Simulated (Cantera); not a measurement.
Charge: 1 mol Si, 0.46 mol N2O, 12 mol N2, held at 0.000340 bar.

These are equilibrium values from Cantera (NASA tables, ideal gas, pure condensed phases), not measurements of a reactor. Candidate condensed phases: Si, SiO2, Si2N2O, Si3N4; 16 gas species. Mutual solubility and eutectic melting of coexisting phases are not modelled. The tables' values for SiN are old estimates; treat these amounts as uncertain. Rates play no part.

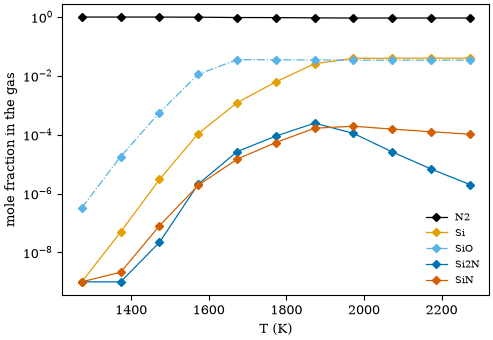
Figure: Equilibrium gas composition (values under 1e-9 drawn at 1e-9)

From 1273 K to 1573 K the condensed part is Si2N2O(s) + Si3N4(s). At 1673 K the condensed part is Si(s). From 1773 K to 1873 K the condensed part is Si(l). From 1973 K to 2273 K nothing is condensed. The main Si-bearing gas is SiO at 1273 K and Si at 2273 K.
